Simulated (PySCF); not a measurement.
**One shape, several levels: CBr2Cl2 (dibromodichloromethane)**

Wanted: a comparison of 6 runs (B3LYP/6-31G*, BLYP/6-31G*, CAM-B3LYP/6-31G*, PBE0/6-31G*, TPSS/6-31G*, r2SCAN/6-31G*) of CBr2Cl2 (dibromodichloromethane). The job is set up through a Python script.

Program for the calculation: PySCF 2.14.0.

1 further run of the same task is left out (set aside as unsound or not needed).

## (1) The system as given

The species is CBr2Cl2 (5 atoms), meant as a singlet with charge 0. SMILES: `ClC(Cl)(Br)Br`. The shape is that of a PBE0-D4/def2-TZVP optimisation.

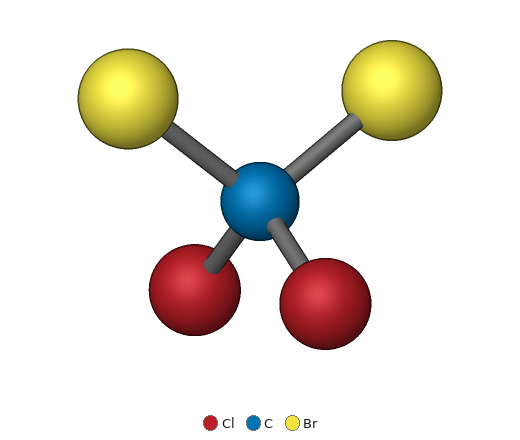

The structure, seen from a chosen angle (chlorine red, carbon blue, bromine yellow).

## (2) A single-point energy at B3LYP/6-31G(d) (spherical functions) (run 1)

Contents of input.py:

```python
from pyscf import gto, dft

mol = gto.Mole()
mol.atom = '''
Cl     1.088293    -1.761036     2.667726
C     -0.018141    -0.027968     0.064818
Cl    -2.715347     1.700942     0.923887
Br    -0.859636    -2.327387    -2.664514
Br     2.599129     2.276175    -1.069963
'''
mol.verbose = 4
mol.max_memory = 1860
mol.unit = 'bohr'
mol.basis = '6-31g*'
mol.charge = 0
mol.build()

mf = dft.RKS(mol)
mf.xc = 'b3lyp'
mf.conv_tol = 1e-10
mf.grids.level = 5
mf.kernel()
if not mf.converged:
    mf = mf.newton().run(mf.mo_coeff, mf.mo_occ)

e_tot = mf.e_tot
print('Final energy', e_tot)
```

Started as:

```
OMP_NUM_THREADS=1 python input.py
```

Output:

```text
PySCF version 2.14.0

[... 73 lines left out ...]
converged SCF energy = -6106.19757754585
Final energy -6106.197577545848
```

Run time: 37 s. Hardware: 1 thread of Intel Xeon at 2.70GHz, shared host; peak memory 0.66 GiB.

## (3) A single-point energy at BLYP/6-31G(d) (spherical functions) (run 2)

Contents of start.xyz:

```xyz
5
CBr2Cl2
Cl     0.575900    -0.931900     1.411700
C     -0.009600    -0.014800     0.034300
Cl    -1.436900     0.900100     0.488900
Br    -0.454900    -1.231600    -1.410000
Br     1.375400     1.204500    -0.566200
```

Contents of job.py:

```python
from pyscf import gto, dft

mol = gto.M(
    atom='start.xyz',
    spin=0,
    basis='6-31g*',
    charge=0,
    max_memory=1860,
    verbose=3,
)

mf = dft.RKS(mol, xc='blyp')
mf.grids.level = 5
mf.conv_tol = 1e-10
mf.kernel()
if not mf.converged:
    mf = mf.newton().run(mf.mo_coeff, mf.mo_occ)

energy = mf.e_tot
print(f'total energy: {energy:.8f} hartree')
```

Started as:

```
OMP_NUM_THREADS=1 python job.py
```

Output:

```text
converged SCF energy = -6106.14677358885
total energy: -6106.14677359 hartree
```

It took 39 s on 1 thread of Intel Xeon at 2.70GHz, shared host; peak memory 0.66 GiB.

## (4) A single-point energy at CAM-B3LYP/6-31G(d) (spherical functions) (run 3)

Contents of calc.py:

```python
from pyscf import gto, dft

mol = gto.Mole()
mol.atom = '''
Cl     0.575900    -0.931900     1.411700
C     -0.009600    -0.014800     0.034300
Cl    -1.436900     0.900100     0.488900
Br    -0.454900    -1.231600    -1.410000
Br     1.375400     1.204500    -0.566200
'''
mol.charge = 0
mol.verbose = 3
mol.max_memory = 1860
mol.basis = '6-31g*'
mol.build()

myscf = dft.RKS(mol)
myscf.xc = 'cam-b3lyp'
myscf.conv_tol = 1e-10
myscf.grids.level = 5
myscf.kernel()
if not myscf.converged:
    myscf = myscf.newton().run(myscf.mo_coeff, myscf.mo_occ)

e_tot = myscf.e_tot
print('E(%s) = %.9f' % ('CAM-B3LYP', e_tot))
```

Started as:

```
OMP_NUM_THREADS=1 python calc.py
```

Output:

```text
converged SCF energy = -6106.37204703054
E(CAM-B3LYP) = -6106.372047031
```

Wall time 83 s (1 thread of Intel Xeon at 2.70GHz, shared host); peak memory 0.66 GiB.

Runs 4 to 5 aren't shown in full; the table further down has their settings and results.

## (5) The energy at r2SCAN/6-31G(d) (spherical functions) (run 6)

Contents of input.xyz:

```xyz
5
CBr2Cl2
Cl     0.575900    -0.931900     1.411700
C     -0.009600    -0.014800     0.034300
Cl    -1.436900     0.900100     0.488900
Br    -0.454900    -1.231600    -1.410000
Br     1.375400     1.204500    -0.566200
```

Contents of input.py:

```python
from pyscf import gto, dft

mol = gto.M(
    atom='input.xyz',
    charge=0,
    basis='6-31g*',
    max_memory=1860,
    verbose=3,
)

myscf = dft.RKS(mol, xc='r2scan')
myscf.grids.level = 5
myscf.conv_tol = 1e-10
myscf.kernel()
if not myscf.converged:
    myscf = myscf.newton().run(myscf.mo_coeff, myscf.mo_occ)

e_tot = myscf.e_tot
print('Final energy', e_tot)
```

Started as:

```
OMP_NUM_THREADS=1 python input.py
```

Output:

```text
converged SCF energy = -6106.00330179185
Final energy -6106.003301791854
```

Run time: 61 s. Hardware: 1 thread of Intel Xeon at 2.70GHz, shared host; peak memory 0.66 GiB.

## (6) The series

| run | level | energy (Eh) | dipole moment (D) | HOMO energy (eV) | LUMO energy (eV) | wall time |
| --- | --- | --- | --- | --- | --- | --- |
| 1 | B3LYP/6-31G* (spherical functions) | -6106.197578 | 0.05 | -8.07 | -2.42 | 37 s |
| 2 | BLYP/6-31G* (spherical functions) | -6106.146774 | 0.01 | -6.80 | -2.99 | 39 s |
| 3 | CAM-B3LYP/6-31G* (spherical functions) | -6106.372047 | 0.10 | -9.69 | -1.01 | 83 s |
| 4 | PBE0/6-31G* (spherical functions) | -6105.186273 | 0.07 | -8.39 | -2.24 | 37 s |
| 5 | TPSS/6-31G* (spherical functions) | -6105.989895 | 0.00 | -7.17 | -3.13 | 59 s |
| 6 | r2SCAN/6-31G* (spherical functions) | -6106.003302 | 0.02 | -7.41 | -3.16 | 61 s |

## (7) Outcome

| quantity | value |
| --- | --- |
| run 6: total energy | -6106.00330 Eh |
| run 6: dipole moment | 0.02 D |
| run 6: HOMO energy | -7.41 eV |
| run 6: LUMO energy | -3.16 eV |
| run 6: HOMO–LUMO gap | 4.26 eV |

What this shows: The dipole moment (its size) runs from 0.00 D (TPSS/6-31G*) to 0.10 D (CAM-B3LYP/6-31G*). The HOMO–LUMO gap runs from 3.81 eV (BLYP/6-31G*) to 8.68 eV (CAM-B3LYP/6-31G*). Totals of different functionals can't be ranked against each other. All runs together took 5.3 min, the longest 83 s.
